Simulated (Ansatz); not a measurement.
**Ge (diamond structure), cut as [112] wire, round, centred on atom, 1.10 nm across, core Ge to 0.6 of the radius, shell Si**

These are PBE (plane waves to 420 eV, PAW; Ansatz, a program for electronic structure) values and carry that method's errors.

k-points: Γ-centred 1×1×4 mesh; occupations: Fermi-Dirac, 0.020 eV; spin polarisation not allowed. No spin-orbit coupling.

 The relaxation kept the symmetry of its start, so a lower minimum of less symmetry isn't excluded.

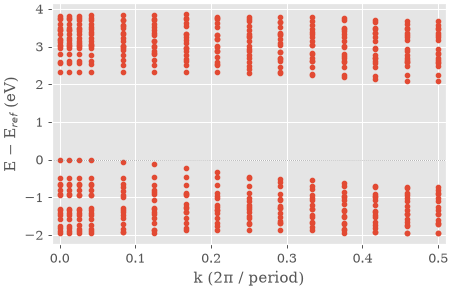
Fig. 1. Levels along the axis at 15 k-points, drawn as points, zero at the top of the valence band

Electronic character: not metallic; Kohn-Sham band gap: 2.08 eV. Only levels within the plotted window are shown.
